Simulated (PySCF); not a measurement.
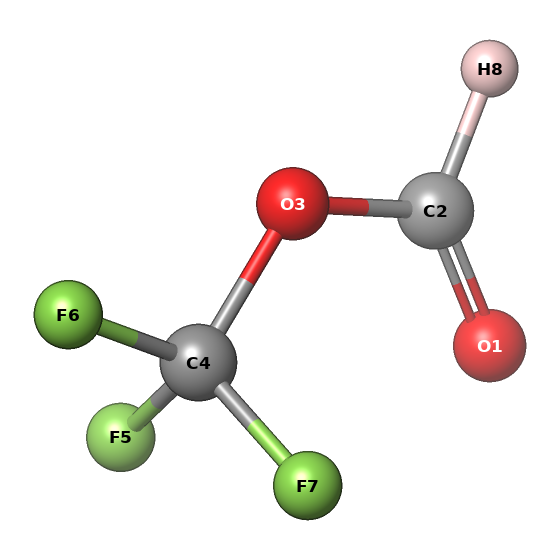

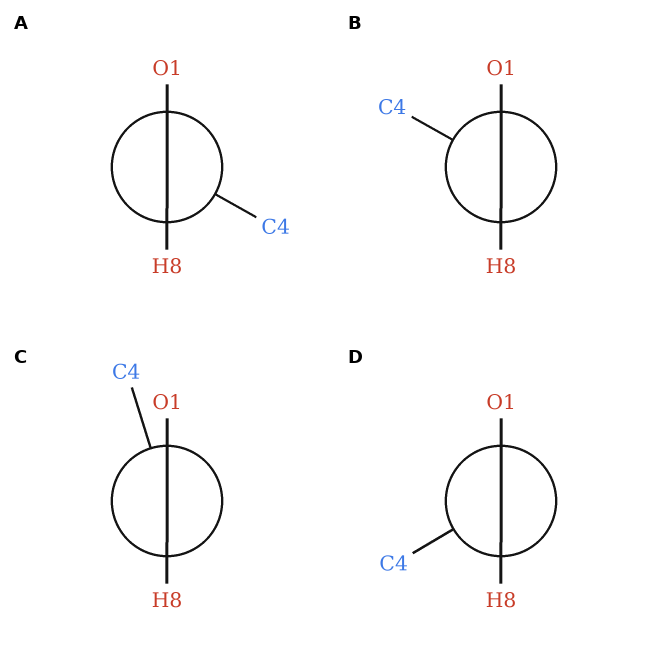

Distant atoms are faded towards the background colour. Bonds that would overlap in a projection are set slightly apart. Computed geometry: PBE0-D3(BJ)/def2-SVP optimisation. No frequency run is at hand to confirm it as a minimum.

**Which Newman projection shows the view along C2–O3, with C2 in front?**

C. The torsion angle O1–C2–O3–C4 is −1°, synperiplanar (eclipsed).
